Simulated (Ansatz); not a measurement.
## Convergence study of the k-point mesh at a smearing width of 0.02 eV for Ba (Im-3m, 1 atom in the cell)

```
Ba
1.0
   -2.49745     2.49745     2.49745
    2.49745    -2.49745     2.49745
    2.49745     2.49745    -2.49745
Ba
1
Direct
  0.00000   0.00000   0.00000
```

Computed with PBE (plane waves, PAW; Ansatz, a quantum-chemistry and plane-wave program).

Base settings: basis.ecutwfc = 420 eV; kpoints.mp_grid.grid = 9 9 9; hamiltonian.xc = pbe; hamiltonian.pseudopotentials = {kind: paw} (the program's default PAW files); scf.occupations.method = gaussian; scf.occupations.width = 0.1 eV.

In this ladder: scf.occupations.width = 0.02 eV.

Only quantities that move along the ladder and can be compared are tabulated.

The count of work is k-points × plane waves × bands × iterations; it is no time. 

The starting cell has typed, rounded lattice constants, without a prior relaxation at this level. Its lattice was rescaled by up to half a per cent. Ansatz's pressure includes its estimate of the finite-basis (Pulay) stress.

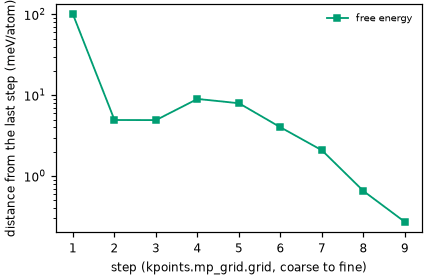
*Distance from the last step along the ladder; very small values are drawn at a floor.*

```tsv
kpoints.mp_grid.grid	free energy less the last step's (meV/atom)	pressure (GPa)	count of work / last
3 3 3	100.09	-0.73	0.012
4 4 4	4.95	0.38	0.024
5 5 5	-4.93	-0.07	0.030
6 6 6	9.01	0.19	0.049
7 7 7	7.97	0.26	0.061
8 8 8	-4.02	0.11	0.088
10 10 10	2.08	0.12	0.14
12 12 12	0.65	0.14	0.22
18 18 18	-0.27	0.13	0.59
22 22 22	0.00	0.13	1.0
```

Coarsest kpoints.mp_grid.grid that holds the free energy within 1 meV/atom of the last step, with all finer ones: 12 12 12, at 0.22 of the last step's count of work; the step before is off by 2.1 meV/atom.

Coarsest kpoints.mp_grid.grid that holds the pressure within 0.1 GPa of the last step, with all finer ones: 8 8 8, at 0.088 of the last step's count of work; the step before is off by 0.13 GPa.

Keys are those of Ansatz 0.2.
